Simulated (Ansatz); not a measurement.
# CCSDT/STO-3G run of GeH2F− (SMILES [F][GeH2-])

Aim: the energy change on altering one bond length of GeH2F− at CCSDT/STO-3G, from 2 runs. 

Program for the calculation: Ansatz 0.2.0.

5 further runs of the same task are left out: 5 that didn't finish.

**1. Starting point**

GeH2F−: 4 atoms, total charge -1, spin state singlet. SMILES: `[F][GeH2-]`. The shape comes from GFN2-xTB, which is rough for such elements, and wasn't checked as a minimum.

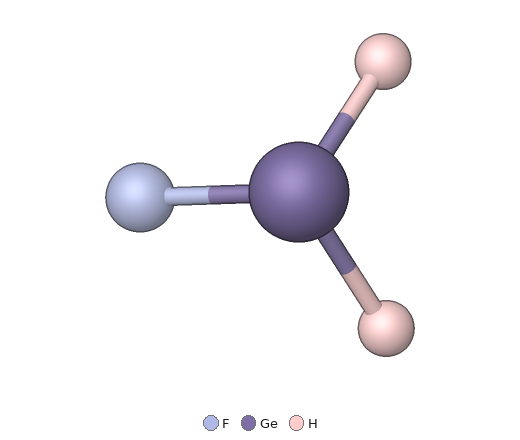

The structure, seen from a chosen angle (fluorine light blue, germanium purple, hydrogen pink).

**2. A single-point energy at CCSDT/STO-3G**

The input, input.yaml:

```yaml
basis:
  gaussian: {orbitals: STO-3G}
crystal:
  periodic: [false, false, false]
  atoms:
    - {symbol: F, position_ang: [0.083660, -0.585730, 1.616660]}
    - {symbol: Ge, position_ang: [0.551710, -0.433670, -0.262640]}
    - {symbol: H, position_ang: [-1.254550, -0.490040, -0.992470]}
    - {symbol: H, position_ang: [0.619180, 1.509430, -0.361540]}
total_charge: -1
correlation: {method: ccsdt, frozen_orbitals: {F: 1, Ge: 9, H: 0}}
accuracy: high
scf: {omitted_lower_state_checks: [cluster_reference, increment]}
```

On the command line:

```console
$ ansatz run input.yaml --threads 1 --pin off --max-ram 2610MiB --events-out events.jsonl --progress --plain --runs-dir runs
```

The program printed, shortened:

```text
Warning: RAYON_NUM_THREADS=1 ignored (pool sized by the plan → 1); use --threads N
Functional definition: HF
  name "HF"
[...]
345 factors; integrals over basis functions are off by at most 2.4e-8 eV
[...]
mean field -58522.52211088 eV, -2150.6630195848 hartree, gradient 2.0e-8 eV, S^2 0.000000; 0 other end points of the search recorded, 0 dependent functions left out
10 core orbitals not correlated: weight in the atoms' cores, before any rotation towards them, 1.000 or more for the frozen orbitals, at most 0.000 for the correlated occupied ones
reference -58522.52211088 eV, -2150.6630195848 hartree; 12, 12 occupied and 3, 3 virtual orbitals, 345 factors
second order -1.70351581 eV of doubles, -0.00000000 eV of singles
cycle   1  -2.15934151 eV  change   -4.6e-1 eV  update   9.0e-2
[...]
cycle  26  -2.58977912 eV  change  -6.2e-10 eV  update   1.2e-9
Total energy: -58525.11189000 eV, -2150.7581922119 hartree
Checks for a lower state left out: cluster_reference, increment
```

It took 0.46 s on 1 thread of Arm Neoverse V1, shared host.

**3. The distorted shape, same level**

The input, job.yaml:

```yaml
crystal:
  periodic: [false, false, false]
  atoms:
    - {symbol: F, position_ang: [-0.033344, -0.623742, 2.086450]}
    - {symbol: Ge, position_ang: [0.551710, -0.433670, -0.262640]}
    - {symbol: H, position_ang: [-1.254550, -0.490040, -0.992470]}
    - {symbol: H, position_ang: [0.619180, 1.509430, -0.361540]}
basis:
  gaussian:
    orbitals: STO-3G
correlation:
  method: ccsdt
  frozen_orbitals: {F: 1, Ge: 9, H: 0}
accuracy: high
scf:
  omitted_lower_state_checks: [cluster_reference, increment]
total_charge: -1
```

On the command line:

```console
$ ansatz run job.yaml --threads 1 --pin off --max-ram 2610MiB --events-out events.jsonl --progress --plain --runs-dir runs
```

The program printed, shortened:

```text
Warning: RAYON_NUM_THREADS=1 ignored (pool sized by the plan → 1); use --threads N
Functional definition: HF
  name "HF"
[...]
332 factors; integrals over basis functions are off by at most 2.3e-8 eV
[...]
mean field -58519.74281300 eV, -2150.5608822714 hartree, gradient 1.8e-8 eV, S^2 0.000000; 0 other end points of the search recorded, 0 dependent functions left out; unrestricted orbitals would lower it
10 core orbitals not correlated: weight in the atoms' cores, before any rotation towards them, 1.000 or more for the frozen orbitals, at most 0.000 for the correlated occupied ones
reference -58519.74281300 eV, -2150.5608822714 hartree; 12, 12 occupied and 3, 3 virtual orbitals, 332 factors
second order -2.17802392 eV of doubles, -0.00000000 eV of singles
cycle   1  -2.75125886 eV  change   -5.7e-1 eV  update   1.4e-1
[...]
cycle  37  -3.49979092 eV  change   6.8e-11 eV  update   2.1e-9
Total energy: -58523.24260392 eV, -2150.6894972153 hartree
Checks for a lower state left out: cluster_reference, increment
```

It took 0.54 s on 1 thread of Arm Neoverse V1, shared host.

**4. Results**

Level: CCSDT/STO-3G, 10 core orbitals frozen.

| quantity | value |
| --- | --- |
| first shape: total energy | -2150.75819 Eh |
| first shape: correlation energy (10 core orbitals frozen) | -95.2 mEh |
| first shape: T1 diagnostic | 0.012 |
| distorted shape: total energy | -2150.68950 Eh |
| distorted shape: correlation energy (10 core orbitals frozen) | -128.6 mEh |
| distorted shape: T1 diagnostic | 0.026 |
| energy change with the F1–Ge2 bond stretched from 1.943 to 2.428 Å | 1.869 eV |

**Reading.** With the F1–Ge2 bond stretched from 1.943 to 2.428 Å the energy rises by 1.87 eV (180 kJ/mol). The first shape isn't relaxed at this level, so the change isn't measured from a minimum. The minimal basis adds a large error of its own. The T1 diagnostic (distorted shape) of 0.026 is above the customary mark for such species, so a single reference may not serve. The restricted solution (distorted shape) is unstable to spin breaking: an unrestricted one lies lower.
